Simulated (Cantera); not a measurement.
Charge: 1 mol CH₂F₂, 8.4 mol H₂, equilibrated at 60.0 Pa.

Method: chemical equilibrium by Gibbs-energy minimisation in Cantera with the NASA 1993 tables (ideal gas, pure condensed phases). Candidate condensed phases: C, C₆H₆, C₇H₈, C₈H₁₈; 110 gas species. Ions and electrons are included (thermal ionisation). The numbers say what is thermodynamically allowed, not how fast it happens.

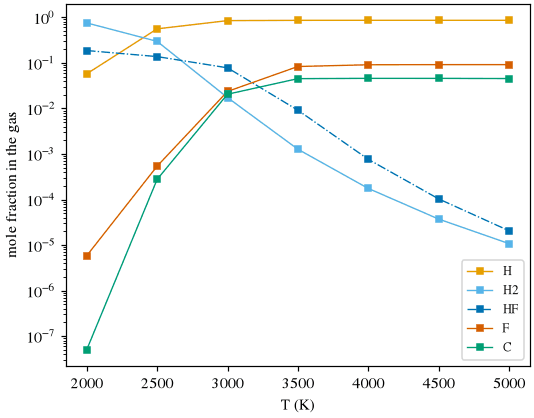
Equilibrium gas composition (values under 1e-9 drawn at 1e-9)

From 2000 K to 2500 K the condensed part is C(graphite). From 3000 K to 5000 K nothing is condensed. The main C-bearing gas is C₂H₂ (acetylene) at 2000 K and C at 5000 K.
